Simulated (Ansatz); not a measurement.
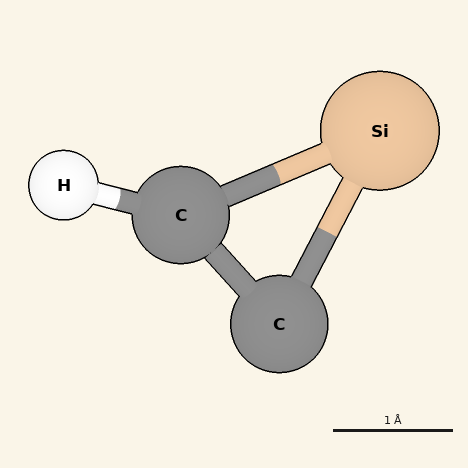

A ball-and-stick model of a molecule.

The species is neutral and a spin doublet.

Identify the structure.

It has 4 atoms: 2 carbon, 1 hydrogen and 1 silicon (C2HSi). This geometry has Cs symmetry. It is an open-shell species. All atoms lie on one plane.

The parts below concern this one geometry. Atoms keep their numbers from picture to picture. The computed structure is the end point of a PBE0-D4/def2-TZVP optimisation. No frequency run is at hand to confirm it as a minimum.

**Geometry**

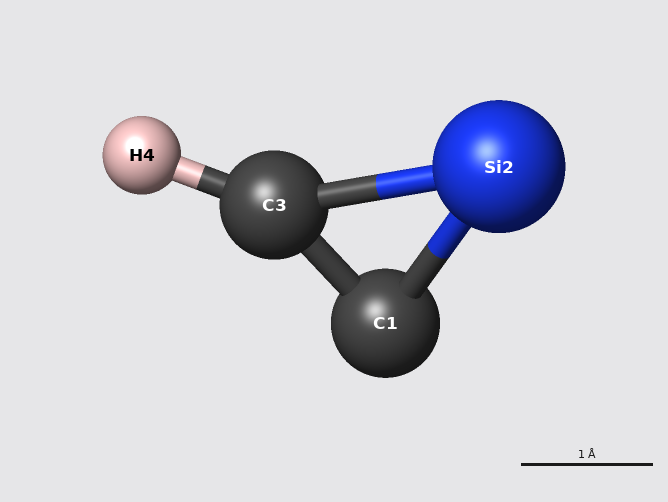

The atoms are numbered. No frequency run is at hand to confirm it as a minimum.

Which atoms are bonded, and how long are the bonds?

```tsv
bond	length (Å)
C1–Si2	1.845
C1–C3	1.303
Si2–C3	1.882
C3–H4	1.081
```

**Dipole moment**

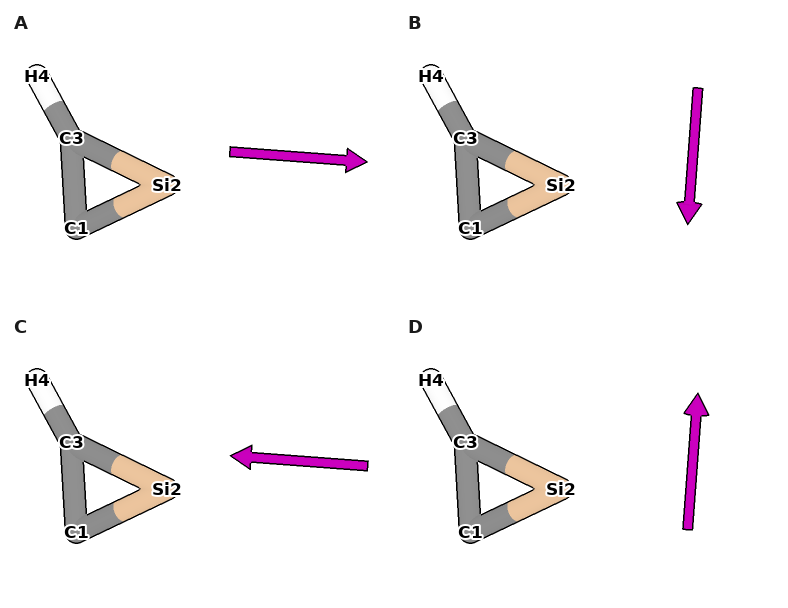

The same molecule four times, each with an arrow. No frequency run is at hand to confirm it as a minimum. Method: UKS PBE0-D4/def2-TZVP (Ansatz 0.2.0).

Which arrow points along the dipole moment, from the negative to the positive end?

Answer. D. The dipole moment is 1.64 D; it points from the side of C1 to the side of H4 (the outermost atoms at the two ends).

**Charges**

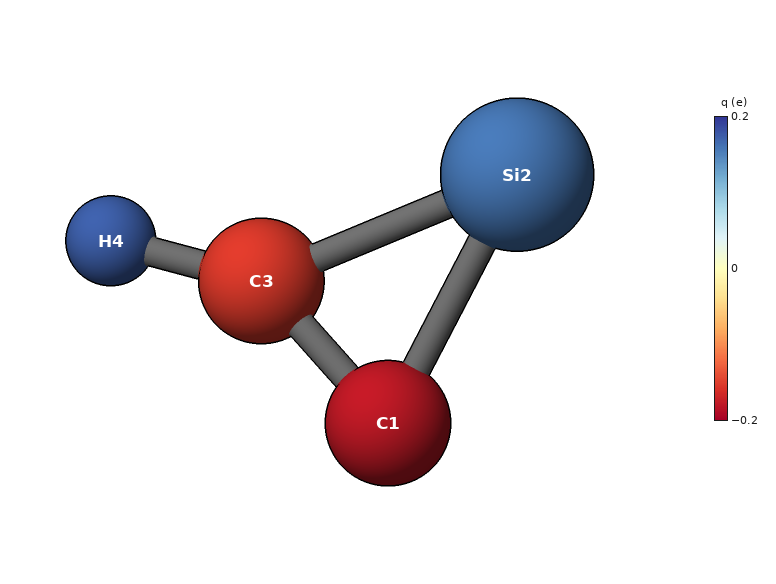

Atoms are coloured by their Mulliken charges. No frequency run is at hand to confirm it as a minimum. Properties computed with UKS PBE0-D4/def2-TZVP (Ansatz 0.2.0).

Which atom carries the highest charge (most positive or least negative)?

Answer. H4 (0.17 e).

And the lowest?

Answer. C1 (−0.18 e).

Give the Mulliken charges atom by atom.

```csv
atom,value (e)
C1,−0.18
Si2,0.16
C3,−0.15
H4,0.17
```

**Electronic properties**

No frequency run is at hand to confirm it as a minimum. Properties computed with UHF-CCSD(T), frozen core/def2-TZVPP (Ansatz 0.2.0).

Give the T1 diagnostic at this level.

Answer. 0.025.

Give the ⟨S²⟩ of the determinant at this level.

Answer. 0.788.

Mulliken values depend strongly on the basis set and can even reverse the polarity of a bond.
